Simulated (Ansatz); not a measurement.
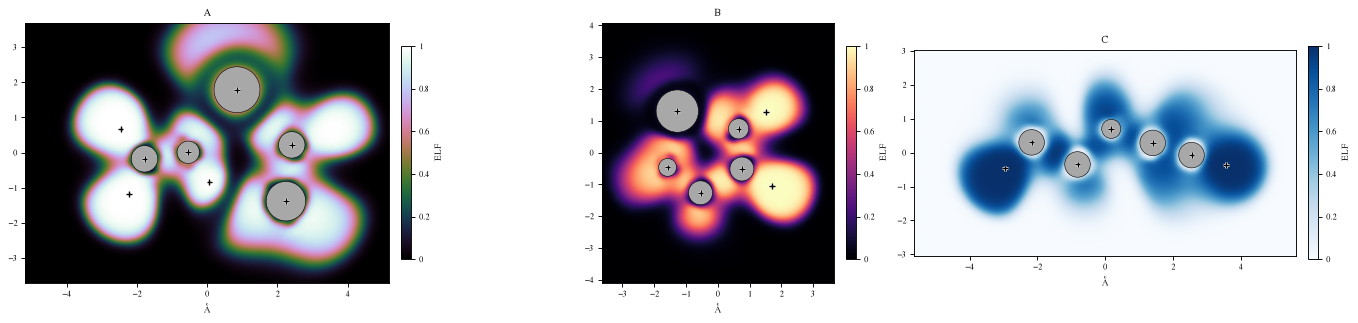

The ELF of 3 systems, each on a plane through atoms (crosses mark nuclei in the plane; grey discs cover the cores).

Theory: RKS PBE0-D4/def2-TZVPP in Ansatz.

System 1: C4H6O, the plane of atoms O3, C4 and C5. Geometry: PBE0-D4/def2-TZVP.

| atom | x (Å) | y (Å) | z (Å) |
| --- | --- | --- | --- |
| C | -0.6037 | 2.0436 | -1.9935 |
| C | -0.6756 | 1.1208 | -1.2298 |
| O | -0.7784 | 0.1252 | -0.4157 |
| C | 0.4263 | -0.1840 | 0.3196 |
| C | 0.1320 | -1.3567 | 1.2101 |
| H | -0.5573 | 2.8578 | -2.6741 |
| H | 0.7132 | 0.7036 | 0.8908 |
| H | 1.2179 | -0.4050 | -0.4022 |
| H | -0.6693 | -1.1201 | 1.9120 |
| H | -0.1654 | -2.2263 | 0.6219 |
| H | 1.0257 | -1.6159 | 1.7815 |

System 2: C2H5AlClNO, the plane of atoms N1, C2 and C3. Geometry: PBE0-D4/def2-TZVP.

```tsv
atom	x (Å)	y (Å)	z (Å)
N	1.0528	-0.1175	0.5586
C	-0.0046	-0.7529	0.8613
C	-1.2302	-0.3572	0.0921
Cl	-1.5071	-1.9667	-0.8419
O	-1.0203	0.6865	-0.6801
Al	0.6808	1.2440	-0.8664
H	1.9051	-0.4022	1.0253
H	-0.0441	-1.5544	1.5960
H	-2.1296	-0.3018	0.7126
H	0.9287	2.6885	-0.2530
H	1.4337	0.7766	-2.1839
```

System 3: C2H5NSSn, the plane of atoms N5, C4 and H9. Geometry: PBE0-D4/def2-TZVP; core potentials replace the inner electrons of Sn.

```json
{"atom": "S", "x (Å)": "-1.9504", "y (Å)": "1.5593", "z (Å)": "0.2549"}
{"atom": "C", "x (Å)": "-0.4668", "y (Å)": "1.9161", "z (Å)": "0.8123"}
{"atom": "Sn", "x (Å)": "1.4571", "y (Å)": "0.9369", "z (Å)": "0.2777"}
{"atom": "C", "x (Å)": "0.2111", "y (Å)": "-1.7969", "z (Å)": "-1.0555"}
{"atom": "N", "x (Å)": "0.0785", "y (Å)": "-0.6636", "z (Å)": "-0.5228"}
{"atom": "H", "x (Å)": "-0.4012", "y (Å)": "2.8038", "z (Å)": "1.4511"}
{"atom": "H", "x (Å)": "1.4870", "y (Å)": "0.0830", "z (Å)": "1.8281"}
{"atom": "H", "x (Å)": "-0.6456", "y (Å)": "-2.3685", "z (Å)": "-1.4152"}
{"atom": "H", "x (Å)": "1.2008", "y (Å)": "-2.2369", "z (Å)": "-1.1669"}
{"atom": "H", "x (Å)": "-0.8875", "y (Å)": "-0.2845", "z (Å)": "-0.4609"}
```

> Which map belongs to which system?

Panel A is system 3, C2H5NSSn: the plane holds S, C, Sn, N and H. C–N (1.26 Å): the ELF peaks at about 0.90 between the atoms: a short, multiple covalent bond. Panel B is system 2, C2H5AlClNO: the plane holds N, C, O, Al and H. C–N (1.27 Å): the ELF peaks at about 0.90 between the atoms (a multiple bond). Panel C is system 1, C4H6O: the plane holds C, O and H. C–C (1.20 Å): the ELF peaks at about 0.80 between the atoms; a short, multiple covalent bond.
